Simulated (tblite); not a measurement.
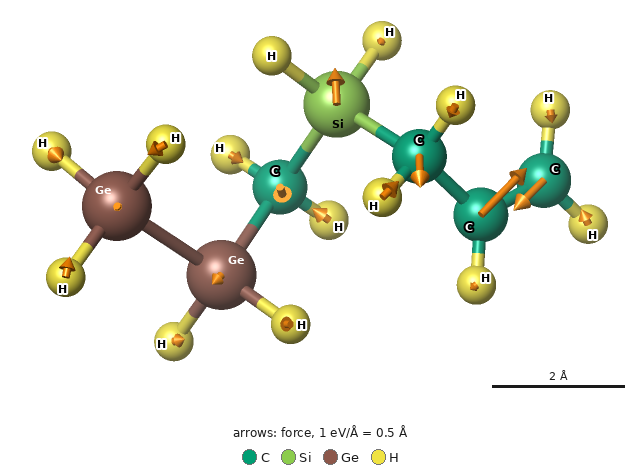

Starting geometry of C₄H₁₄Ge₂Si with the computed forces as orange arrows. Style: ball-and-stick. Shown at a tilt.

Level of theory: tblite, GFN2-xTB geometry optimisation, gas phase. 

### What follows when this structure is relaxed?

It isn't relaxed: the largest force vector, on a C atom, is 2.20 eV/Å. The final displacements have little in common with the starting forces (cosine between the two patterns 0.13). An H atom moves most after the best rigid fit: 1.04 Å. By element the largest moves are H 1.04 Å, C 0.51 Å, Si 0.36 Å, Ge 0.33 Å. Some distances before and after: Ge–H 1.558 → 1.501 Å, C–Si 1.871 → 1.911 Å, Ge–H 1.549 → 1.512 Å, C–C 1.353 → 1.321 Å. Among the angles between lasting bonds that change: H–Ge–H 109.1° → 102.9°, H–Ge–H 110.2° → 104.5°, H–Ge–H 109.6° → 104.5°. Groups turn about C–C by about 35°, Ge–Ge by about 25°. After 163 geometry steps the energy has fallen by 7.98 kcal/mol.
